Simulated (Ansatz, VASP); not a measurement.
## Be2Sn in two plane-wave programs

One calculation is typed for both programs; each brings its own data sets. How far apart do they land? The cell is generated by rule, not measured, and may not be a known phase. The cell is taken from a series of VASP runs on this material, whose earlier steps may have relaxed, scaled or displaced it; both programs get it as it stands. Valence electrons are named where the data sets of a main pair hold unlike numbers.

Calculated with Ansatz 0.2.0; plane waves, with VASP 6.6.1 beside it; band structure at PBEsol, spin-orbit coupling.

The structure was built from a prototype and need not be the compound's stable phase.

## 1. Starting point

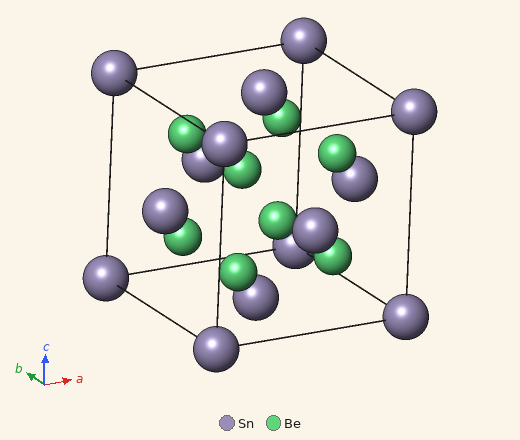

The cell as given, slightly off an axis (tin purple, beryllium green). This picture shows the conventional cell, with its axes. Some periodic images of atoms are drawn too.

As a file:

```cif
data_structure
_symmetry_space_group_name_H-M 'Fm-3m'
_symmetry_Int_Tables_number 225
_cell_length_a 5.6613
_cell_length_b 5.6613
_cell_length_c 5.6613
_cell_angle_alpha 90.000
_cell_angle_beta 90.000
_cell_angle_gamma 90.000
_cell_volume 181.44
loop_
_atom_site_label
_atom_site_type_symbol
_atom_site_symmetry_multiplicity
_atom_site_Wyckoff_symbol
_atom_site_fract_x
_atom_site_fract_y
_atom_site_fract_z
_atom_site_occupancy
Sn1 Sn 4 a 0.00000 0.00000 0.00000 1
Be1 Be 8 c 0.25000 0.75000 0.75000 1
```

## 2. VASP: band structure, PBEsol, spin-orbit coupling

A single point gives forces, pressure and levels at one fixed geometry, so differences don't come from the geometry; what else differs is listed under the comparison.

Lines of VASP's logs that name or quote its potential files are left out, and so is its time.

Contents of INCAR:

```
SYSTEM = Be2Sn
PREC = Accurate
ENCUT = 400
EDIFF = 1E-06
NELM = 100
ISMEAR = 0
SIGMA = 0.02
LREAL = .FALSE.
ALGO = Normal
GGA = PS
LNONCOLLINEAR = .TRUE.
MAGMOM = 0 0 0 0 0 0 0 0 0
NBANDS = 30
GGA_COMPAT = .FALSE.
LASPH = .TRUE.
LSORBIT = .TRUE.
LORBIT = 11
LWAVE = .FALSE.
LCHARG = .FALSE.
KPAR = 4
ISIF = 2
```

Contents of POSCAR:

```
Be2Sn
1.0
    0.0000000000      2.8306300000      2.8306300000
    2.8306300000      0.0000000000      2.8306300000
    2.8306300000      2.8306300000      0.0000000000
Sn Be
1 2
Direct
    0.0000000000      0.0000000000      0.0000000000
    0.2500000000      0.2500000000      0.2500000000
    0.7500000000      0.7500000000      0.7500000000
```

Contents of KPOINTS:

```
Automatic mesh
0
Gamma
8 8 8
0 0 0
```

Contents of KPOINTS_OPT:

```
Line mode
16
Line-mode
Reciprocal
  0.00000000   0.00000000   0.00000000 GAMMA
  0.50000000   0.00000000   0.50000000 X

  0.50000000   0.00000000   0.50000000 X
  0.50000000   0.25000000   0.75000000 W

  0.50000000   0.25000000   0.75000000 W
  0.37500000   0.37500000   0.75000000 K

  0.37500000   0.37500000   0.75000000 K
  0.00000000   0.00000000   0.00000000 GAMMA

  0.00000000   0.00000000   0.00000000 GAMMA
  0.50000000   0.50000000   0.50000000 L

  0.50000000   0.50000000   0.50000000 L
  0.62500000   0.25000000   0.62500000 U

  0.62500000   0.25000000   0.62500000 U
  0.50000000   0.25000000   0.75000000 W

  0.50000000   0.25000000   0.75000000 W
  0.50000000   0.50000000   0.50000000 L

  0.50000000   0.50000000   0.50000000 L
  0.37500000   0.37500000   0.75000000 K

  0.62500000   0.25000000   0.62500000 U
  0.50000000   0.00000000   0.50000000 X
```

The projector-augmented-wave data sets are Sn_d and Be (PBE family, release 64).

Run with:

```bash
> mpirun -np 4 vasp_ncl
```

Numbers of over 12 decimals in the logs are rounded to 6 here.

Log:

```text
[banner, memory and clock lines left out]
running    4 mpi-ranks, on    1 nodes
 distrk:  each k-point on    1 cores,    4 groups
 distr:  one band on    1 cores,    1 groups

 POSCAR found type information on POSCAR SnBe
 POSCAR found :  2 types and       3 ions
|                                                                             |
|               ----> ADVICE to this user running VASP <----                  |
|                                                                             |
|     You enforced a specific xc type in the INCAR file but a different       |
|     [... a line on the potential file left out ...]
|     I HOPE YOU KNOW WHAT YOU ARE DOING!                                     |
|                                                                             |

 LDA part: xc-table for (Slater+PW92), standard interpolation
 POSCAR, INCAR and KPOINTS ok, starting setup
 FFT: planning ... GRIDC
 FFT: planning ... GRID_SOFT
 FFT: planning ... GRID
 WAVECAR not read
 entering main loop
       N       E                     dE             d eps       ncg     rms          rms(c)
DAV:   1     0.132396837046E+03    0.13240E+03   -0.72343E+03  1810   0.135E+03
DAV:   2     0.535347711169E+01   -0.12704E+03   -0.12189E+03  1764   0.379E+02
DAV:   3    -0.103118190873E+02   -0.15665E+02   -0.15448E+02  2114   0.121E+02
DAV:   4    -0.108628800686E+02   -0.55106E+00   -0.54959E+00  2124   0.249E+01
DAV:   5    -0.108802709763E+02   -0.17391E-01   -0.17387E-01  2460   0.429E+00    0.419E+00
DAV:   6    -0.107803476349E+02    0.99923E-01   -0.71995E-02  2422   0.448E+00    0.231E+00
DAV:   7    -0.107400121761E+02    0.40335E-01   -0.33805E-02  2454   0.272E+00    0.120E+00
DAV:   8    -0.107378506692E+02    0.21615E-02   -0.18892E-03  2026   0.375E-01    0.154E-01
DAV:   9    -0.107375781131E+02    0.27256E-03   -0.10914E-03  2352   0.469E-01    0.520E-02
DAV:  10    -0.107376342494E+02   -0.56136E-04   -0.73063E-05  2138   0.622E-02    0.526E-03
DAV:  11    -0.107376359643E+02   -0.17150E-05   -0.38954E-06  2242   0.206E-02    0.320E-03
DAV:  12    -0.107376361599E+02   -0.19557E-06   -0.78109E-07  1654   0.684E-03
   1 F= -.10737636E+02 E0= -.10737342E+02  d E =-.589230E-03  mag=    -0.0000    -0.0000     0.0000
 Start KPOINTS_OPT (optional k-point list driver)
k-point batch [1-29\160]
       N       E                     dE             ncg
DAV:   1     0.724963143651E+03   -0.10486E+05     1852
DAV:   2    -0.297163470421E+04   -0.36966E+04     1752
DAV:   3    -0.344554106930E+04   -0.47391E+03     2206
DAV:   4    -0.346271633759E+04   -0.17175E+02     2112
DAV:   5    -0.346327374638E+04   -0.55741E+00     2642
DAV:   6    -0.346328009650E+04   -0.63501E-02     2270
DAV:   7    -0.346328033590E+04   -0.23939E-03     2660
DAV:   8    -0.346328033841E+04   -0.25091E-05     1950
DAV:   9    -0.346328033853E+04   -0.12481E-06     1484
[...]
k-point batch [146-160\160]
       N       E                     dE             ncg
DAV:   1     0.755744164613E+04   -0.79642E+04      936
DAV:   2     0.559753197384E+04   -0.19599E+04      906
DAV:   3     0.535618274745E+04   -0.24135E+03     1118
DAV:   4     0.534775066215E+04   -0.84321E+01     1154
DAV:   5     0.534748249273E+04   -0.26817E+00     1386
DAV:   6     0.534748009761E+04   -0.23951E-02     1210
DAV:   7     0.534747995079E+04   -0.14682E-03     1402
DAV:   8     0.534747994972E+04   -0.10717E-05     1066
DAV:   9     0.534747994966E+04   -0.53586E-07      846
```

Parts of OUTCAR (step 2):

```text
ion  position               nearest neighbor table
   1  0.000  0.000  0.000-   3 2.45   3 2.45   3 2.45   2 2.45   3 2.45   2 2.45   2 2.45   2 2.45

  LATTYP: Found a face centered cubic cell.
 ALAT       =     5.6612600000

 Subroutine GETGRP returns: Found 48 space group operations
 (whereof 48 operations were pure point group operations)

The static configuration has the point symmetry O_h .

 Found     29 irreducible k-points:

   k-points           NKPTS =     29   k-points in BZ     NKDIM =     29   number of bands    NBANDS=     30

   dimension x,y,z NGX =    28 NGY =   28 NGZ =   28
   dimension x,y,z NGXF=    56 NGYF=   56 NGZF=   56

   ENCUT  =  400.0 eV  29.40 Ry    5.42 a.u.   6.53  6.53  6.53*2*pi/ulx,y,z

   NELECT =      18.0000    total number of electrons

 k-points in reciprocal lattice and weights: Automatic mesh
   0.00000000  0.00000000  0.00000000       0.002
   0.12500000  0.00000000  0.00000000       0.016
   0.25000000  0.00000000  0.00000000       0.016
   0.37500000  0.00000000  0.00000000       0.016
   0.50000000  0.00000000  0.00000000       0.008
   0.12500000  0.12500000  0.00000000       0.012
   0.25000000  0.12500000  0.00000000       0.047
   0.37500000  0.12500000  0.00000000       0.047
   0.50000000  0.12500000  0.00000000       0.047
[...]
-0.37500000  0.50000000  0.12500000       0.023
  -0.25000000  0.50000000  0.25000000       0.012

 average (electrostatic) potential at core
       1 -99.3416       2 -33.6461       3 -33.6461

 E-fermi :   7.6418

 k-point     1 :       0.0000    0.0000    0.0000
  band No.  band energies     occupation
    ...
      8     -13.5881      1.00000
      9     -13.5881      1.00000
     10     -13.5881      1.00000
     11      -4.1855      1.00000
     12      -4.1855      1.00000
     13       8.2190      0.00000
     14       8.2190      0.00000
     15       8.3554      0.00000
     16       8.3554      0.00000
     17       8.3554      0.00000
    ...

 k-point     2 :       0.1250    0.0000    0.0000
  band No.  band energies     occupation
    ...
     14       6.0464      1.00000
     15       7.4376      1.00000
     16       7.4376      1.00000
     17       7.6293      0.81103
     18       7.6293      0.81102
     19       9.3501      0.00000
     20       9.3501      0.00000
     21       9.5631      0.00000
     22       9.5631      0.00000
     23       9.8164      0.00000
    ...

 k-point     3 :       0.2500    0.0000    0.0000
  band No.  band energies     occupation
    ...
     14       3.5903      1.00000
     15       6.6898      1.00000
     16       6.6898      1.00000
     17       6.9298      1.00000
     18       6.9298      1.00000
     19       9.6061      0.00000
     20       9.6061      0.00000
     21       9.6547      0.00000
     22       9.6547      0.00000
     23       9.8944      0.00000
    ...

  Total        1.2472538      1.2472538      1.2472538      0.0000000      0.0000000      0.0000000
  in kB       44.0540786     44.0540786     44.0540786      0.0000000      0.0000000      0.0000000
  external PRESSURE =      44.0540786 kB  Pullay stress =       0.0000000 kB

  energy-cutoff  :      400.00
  volume of cell :       45.36
      direct lattice vectors                 reciprocal lattice vectors
     0.000000000  2.830630000  2.830630000    -0.176639123  0.176639123  0.176639123
     2.830630000  0.000000000  2.830630000     0.176639123 -0.176639123  0.176639123
     2.830630000  2.830630000  0.000000000     0.176639123  0.176639123 -0.176639123

 POSITION                                       TOTAL-FORCE (eV/Angst)
 -----------------------------------------------------------------------------------
      0.00000      0.00000      0.00000        -0.000000      0.000000     -0.000000
      1.41532      1.41532      1.41532         0.000000      0.000000      0.000000
      4.24595      4.24595      4.24595        -0.000000     -0.000000     -0.000000
 -----------------------------------------------------------------------------------
    total drift:                               -0.000000      0.000000      0.000000

  FREE ENERGIE OF THE ION-ELECTRON SYSTEM (eV)
  ---------------------------------------------------
  free  energy   TOTEN  =       -10.7376361599 eV

  energy  without entropy=      -10.7370469303  energy(sigma->0) =      -10.73734155

 Spin-Orbit-Coupling matrix elements
 Ion:    1  E_soc:     -0.1132761
 Ion:    2  E_soc:     -0.0000063
 Ion:    3  E_soc:     -0.0000063

 total charge
# of ion       s       p       d       tot
------------------------------------------
    1        1.098   1.664   9.980  12.742
    2        0.370   0.562   0.000   0.932
    3        0.370   0.562   0.000   0.932
--------------------------------------------------
tot          1.838   2.787   9.980  14.605

 magnetization (x)
# of ion       s       p       d       tot
------------------------------------------
    1        0.000  -0.000   0.000   0.000
    2       -0.000   0.000   0.000  -0.000
    3       -0.000   0.000   0.000  -0.000
--------------------------------------------------
tot         -0.000  -0.000   0.000  -0.000

 magnetization (y)
# of ion       s       p       d       tot
------------------------------------------
    1        0.000  -0.000  -0.000  -0.000
    2        0.000   0.000   0.000   0.000
    3        0.000   0.000   0.000   0.000
--------------------------------------------------
tot          0.000  -0.000  -0.000  -0.000

 magnetization (z)
# of ion       s       p       d       tot
------------------------------------------
    1        0.000  -0.000  -0.000   0.000
    2       -0.000   0.000   0.000  -0.000
    3       -0.000   0.000   0.000  -0.000
--------------------------------------------------
tot         -0.000   0.000  -0.000  -0.000

[... 3 further parts left out ...]
```

The run ends at a pressure of 4.41 GPa.

[end of part 1 of 2]

[Lines on the potential files, build, host, timing and source positions are cut from VASP's logs without a mark.]

[Logs are printed without paths, hosts, clocks, repeated set-up lines and the standing remarks that a program may print on its own settings, such as how far it seeks lower states.]

[Hosts, paths, dates, database ids (printed as entryN), source tags and the programs' standing remarks are cut or masked in the printed files.]
